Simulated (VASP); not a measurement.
Band structure of Ag$_{3}$Rh (ordered alloy cell). Method: PBEsol GGA, VASP's PBE PAW potentials (set 64) (plane waves; VASP 6.6.1).

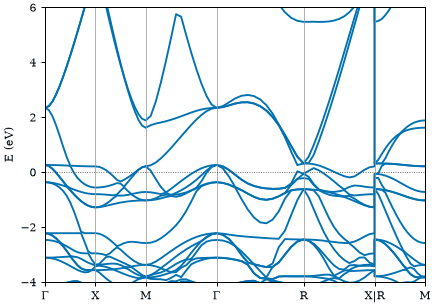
Figure. Bands along high-symmetry lines, zero at the valence-band maximum or, without a gap, the Fermi level

Task: Read the plot: is there a gap, and where are the band edges?

Result: It has no gap at this level: it comes out as a metal or semimetal. (Edges off the drawn lines would not show.)

The structure was generated: Ag3Rh was put into an ordered model structure (Pm-3m), which need not be its known phase. It was relaxed first.
